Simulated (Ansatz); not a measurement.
Base system: BN in the zinc blende structure (space group F-43m, No. 216; a = 3.6097 Å). Axes: x, y, z lie along the cube axes.

The change: biaxial strain −0.42 %, plane normal [111], relaxed out of plane (Cartesian); in-plane vectors clamped, the third vector and the atoms free.

The values are results of r2SCAN (Ansatz, a quantum-chemistry and plane-wave program, PAW, spin-orbit coupling left out), not measurements.

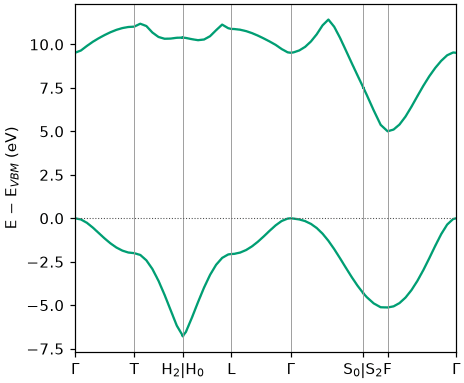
*Highest valence and lowest conduction band along the path of the changed cell's own zone*

The gap is 5.00 eV, indirect, Γ → F; the base has 5.00 eV.

Whether these cells are dynamically stable was not tested. k-point labels follow each cell's own Brillouin zone.
